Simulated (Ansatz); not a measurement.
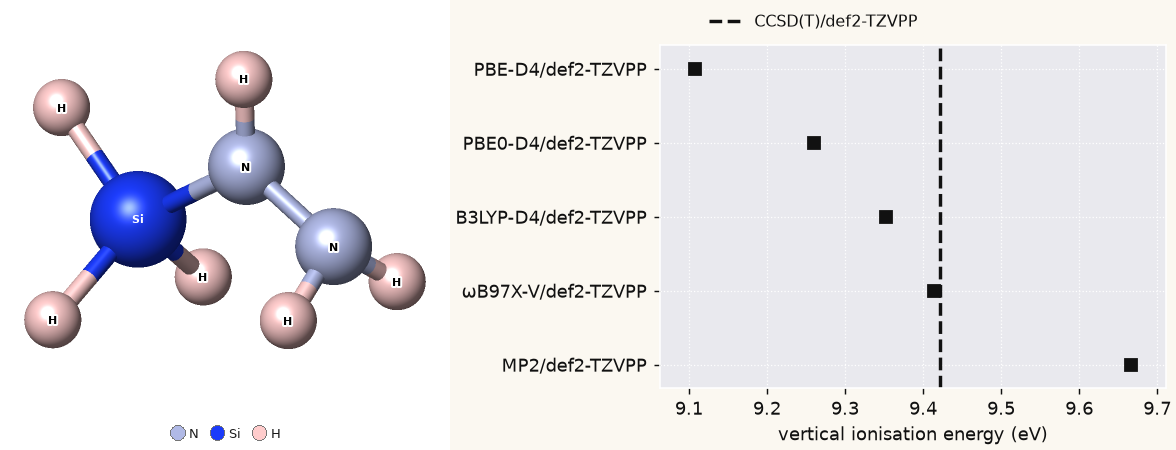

Vertical ionisation energy of SiN₂H₆, SMILES NN[SiH3], taken as the energy of the cation less that of the neutral at fixed geometry (unrestricted doublet cation, cores frozen in correlated methods, no spin-orbit coupling), the Ansatz code, at a PBE0-D4/def2-TZVP geometry (a minimum by its frequencies).

Q: What range do the values span, the line included?

A: From 9.11 eV (PBE-D4/def2-TZVPP) to 9.67 eV (MP2/def2-TZVPP).

Q: Give the values.

A:
```
              level    eV  less CCSD(T)/def2-TZVPP
  PBE-D4/def2-TZVPP  9.11                    −0.31
 PBE0-D4/def2-TZVPP  9.26                    −0.16
B3LYP-D4/def2-TZVPP  9.35                    −0.07
 ωB97X-V/def2-TZVPP  9.41                    −0.01
     MP2/def2-TZVPP  9.67                     0.25
 CCSD(T)/def2-TZVPP  9.42                     0.00
```
